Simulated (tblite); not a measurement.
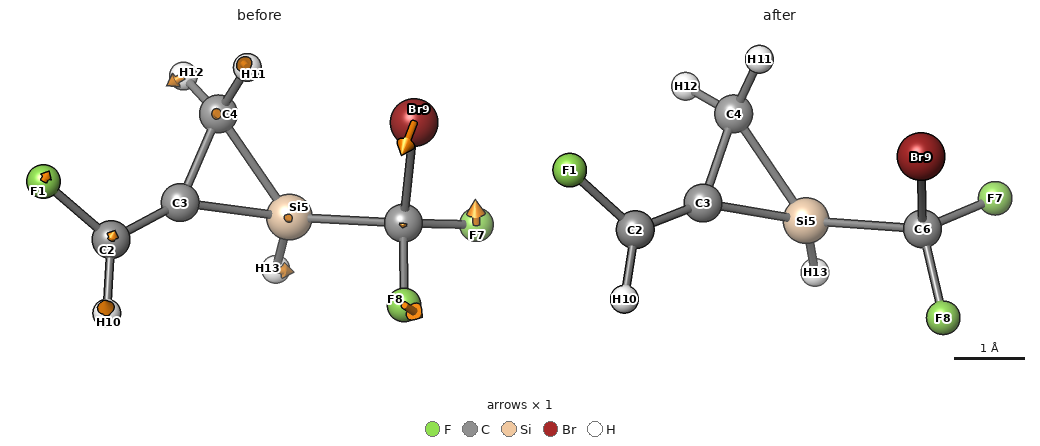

The structure of C$_{4}$H$_{4}$BrF$_{3}$Si before (left) and after (right) a relaxation, at one scale. The orange arrows give the displacements, at their true length.

A ball-and-stick model, seen at a tilt.

All numbers below come from GFN2-xTB geometry optimisation, gas phase (tblite). 

**What changed between the two?**

The atom that moves furthest after the best rigid fit is Br9 (0.68 Å). By element the largest moves are Br 0.68 Å, F 0.50 Å, H 0.35 Å, C 0.18 Å, Si 0.11 Å. Near-neighbour distances that change, for instance: Si5–C6 1.866 → 1.943 Å, C6–Br9 1.921 → 1.973 Å, C4–Si5 1.852 → 1.893 Å, C3–C4 1.481 → 1.519 Å. Among the angles between lasting bonds that change: C3–Si5–H13 112.7° → 129.8°, C6–Si5–H13 119.8° → 109.0°, F1–C2–H10 119.9° → 111.6°. Groups turn about Si5–C6 by about 20°. Over 107 geometry steps the energy falls by 0.511 eV. Cost: 1.5 s on 1 thread of Arm Neoverse N1 (shared host).
